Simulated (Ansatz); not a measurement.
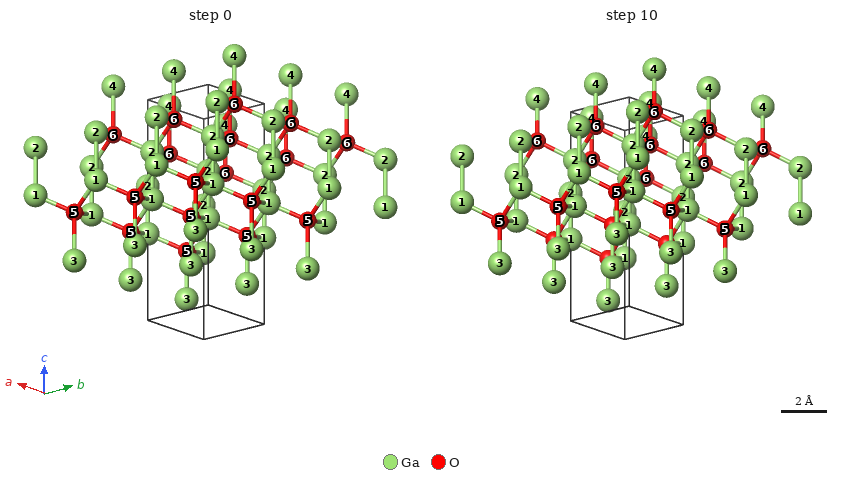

The structure of crystalline Ga2O (a generated structure, set up in P-3m1) before (left) and after (right) a relaxation, at one scale.

The picture is a ball-and-stick view of the cell of the calculation, repeated 3 × 3 × 1 with one cell outlined, seen from a free direction.

Case: relaxed at 8 GPa.

Level of theory: DFT PBEsol, scalar-relativistic, plane waves, PAW in Ansatz 0.2.0. Settings: plane-wave cutoff 420 eV; k-point mesh 12 × 12 × 4; occupations fermi dirac; smearing width 0.15 eV; target pressure 8 GPa; no spin polarisation; cell and atoms relaxed; force threshold 0.001 eV/Å; at most 60 steps.

Question: Summarise the run.

Answer: The largest moves relative to the cell, 0.18 Å, are those of O5 and O6. O5 goes along −c. Largest moves by element: O 0.18 Å, Ga 0.02 Å. The volume changes by −11.5 %, with a = b 3.034 → 2.931 Å (−3.4 %), c 11.544 → 10.944 Å (−5.2 %). Among the contacts that change: Ga3–O5 2.527 → 2.202 Å, Ga1–Ga2 2.492 → 2.407 Å. Bond angles that change, for instance: Ga2–O6–Ga2 103.3° → 98.7°, O6–Ga2–O6 103.3° → 98.7°, Ga1–Ga2–O6 115.1° → 118.8°. The space group stays P-3m1 (No. 164). After 8 accepted moves (10 points after the start) the energy has risen by 36.9 meV per atom. With the target pressure of 8 GPa, the enthalpy E + pV changes by −51.4 meV per atom. The largest force component goes from 0.0003 to 0.00023 eV/Å. The pressure goes from 0.00 to 7.99 GPa. At 2 points the geometry stayed and the basis and grid were re-selected for the new cell (energy shift of 2.2 meV per atom at most each time).

Limits of the set-up: layers or molecules are held without a dispersion correction, so their spacing is unreliable.
